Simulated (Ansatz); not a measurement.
```xyz
9

Hf    0.4726   -0.4621   -0.4678
O    -0.9133   -0.8910    2.4459
H    -1.1385   -0.0291    2.8291
Cl    1.7287   -0.2148   -2.4221
Cl    0.0913    1.7369    0.2800
Cl   -1.4192   -1.6938   -1.0881
S     1.9884   -1.7035    1.1286
H     1.1997   -2.8099    1.0906
H     0.0296   -1.0333    2.7057
```

Core potentials replace the inner electrons of Hf; not at a stationary point (largest force 0.9 eV/Å).

Method: RKS B3LYP-D4/def2-SVP (Ansatz).

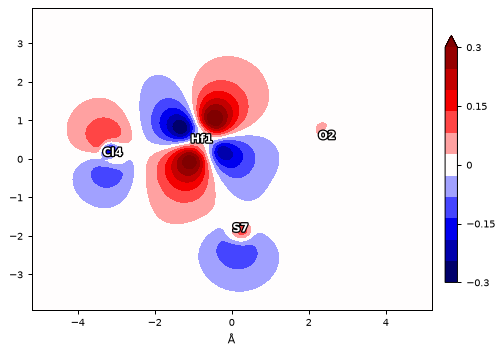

Cl$_{3}$HHfS···H$_{2}$O. The LUMO on the plane of atoms Cl4, Hf1 and S7 (values in Å⁻³ᐟ²; the overall sign is arbitrary).

Q: Where does this orbital lie, and at what energy?

A: Its weight (Hirshfeld) is mainly on Hf1 (about 70 %), Cl5 (about 5 %), Cl6 (about 5 %), S7 (about 5 %) and Cl4 (about 5 %). Its energy is −2.39 eV.
